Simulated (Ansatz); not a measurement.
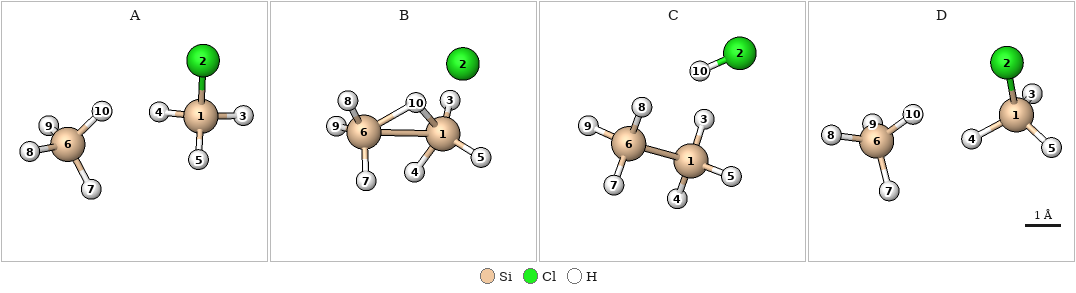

4 geometries from a converged minimum-energy path of Si2H7Cl, made up at the start of SiH3Cl and SiH$_{4}$, shuffled. The picture is a ball-and-stick view, seen from a free direction.

Computed with RKS PBE0-D4/6-31G* in Ansatz 0.2.0. Set-up: 7 movable images; climbing image; force threshold 0.03 eV/Å; iteration limit 60; starting path through a guess of the saddle point.

**Which frame is the top of the path?**

B. In order along the path, whose images run from 0 to 8: A (image 0, 0.0 kJ/mol), D (image 2, +0.9 kJ/mol), B (image 4, +249.3 kJ/mol), C (image 8, +81.9 kJ/mol). Breaking: Si1–Cl2 (2.06 → 2.63 at the top → 4.03 Å), Si6–H10 (1.49 → 1.73 at the top → 3.10 Å). Forming: Cl2–H10 (3.29 → 1.79 at the top → 1.29 Å), Si1–Si6 (4.11 → 2.57 at the top → 2.34 Å).

Limits of the set-up: the start holds two separate molecules, 3.1 Å apart at their closest, whose relative position is a soft coordinate.
